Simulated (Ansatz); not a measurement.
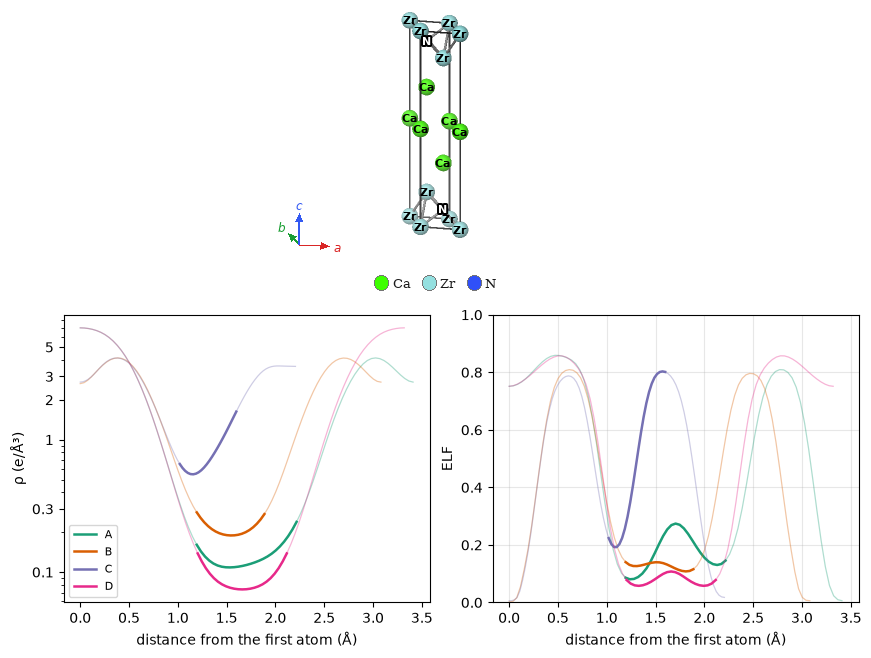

Ca₃Zr₃N₂. Valence pseudo-density and electron localisation function along straight lines between neighbouring atoms. Thin, pale parts lie inside the atomic spheres. The structure is drawn too.

Space group P-3m1; a generated structure, not necessarily the stable one; changed on purpose from its base cell (volume × 0.88, shape and atoms relaxed); computed pressure about 9 GPa in this cell.

All numbers below come from Ansatz, DFT PBE, scalar-relativistic, plane waves, PAW.

The density is the valence pseudo-density of a PAW calculation; it isn't the true density close to the nuclei.

The calculation's input:

```
crystal:
  lattice:
    - [3.3204907868, 0.0, 0.0]
    - [-1.6602453934, 2.8756293744, 0.0]
    - [0.0, 0.0, 16.4639553836]
  atoms:
    - { symbol: Ca, position: [0.6666666667, 0.3333333333, 0.3152798261] }
    - { symbol: Ca, position: [0.3333333333, 0.6666666667, 0.6847201739] }
    - { symbol: Ca, position: [0.0, 0.0, 0.5] }
    - { symbol: Zr, position: [0.0, 0.0, 0.0] }
    - { symbol: Zr, position: [0.3333333333, 0.6666666667, 0.1435610053] }
    - { symbol: Zr, position: [0.6666666667, 0.3333333333, 0.8564389947] }
    - { symbol: "N", position: [0.3333333333, 0.6666666667, 0.9202073109] }
    - { symbol: "N", position: [0.6666666667, 0.3333333333, 0.0797926891] }
basis:
  ecutwfc: 420
kpoints:
  mp_grid: { grid: [12, 12, 2] }
hamiltonian:
  xc: pbe
scf:
  occupations: { method: gaussian, width: 0.1 }
output:
  forces: true
  stress: true
  eigenvalues: true
  write_density: true
  write_potential: true
  elf: true
  volumetric_format: npy
relax:
  adjacent_minimum: "off"
  f_tol: 0.01
  max_steps: 30
  cell: { stress_tol: 0.1, fix: [volume] }
```

Launched as:

```sh
ansatz run input.yaml --threads 1 --pin off --max-ram 2560MiB --backend cpu --events-out ev --progress --plain --runs-dir out
```

Below, planes, directions and counts refer to the conventional cell (a = 3.32 Å, b = 3.32 Å, c = 16.47 Å, α = 90.00°, β = 90.00°, γ = 120.00°).

The fields are those of the relaxed geometry.

Q: Which curve belongs to which contact (Ca–Ca, Ca–Zr, Zr–N and Zr–Zr)? The first atom named is at distance zero.

A: Curve A: Ca–Zr (3.41 Å): the density is about 0.11 e/Å³ at the midpoint; the ELF is about 0.25 at the midpoint (no localised pair shows between them). Curve B: Zr–Zr (3.08 Å): ρ at the midpoint is about 0.19 e/Å³; the ELF is about 0.15 at the midpoint; no localised pair shows between them. Curve C: Zr–N (2.21 Å): ρ is about 0.56 e/Å³ halfway; the ELF peaks at about 0.80 in the valence shell of N, 0.6 Å from its nucleus, and drops to about 0.20 between the two atoms: no localised pair shows between them. Curve D: Ca–Ca (3.32 Å): ρ at the midpoint is about 0.07 e/Å³; the ELF is about 0.10 at the midpoint: no localised pair shows between them.
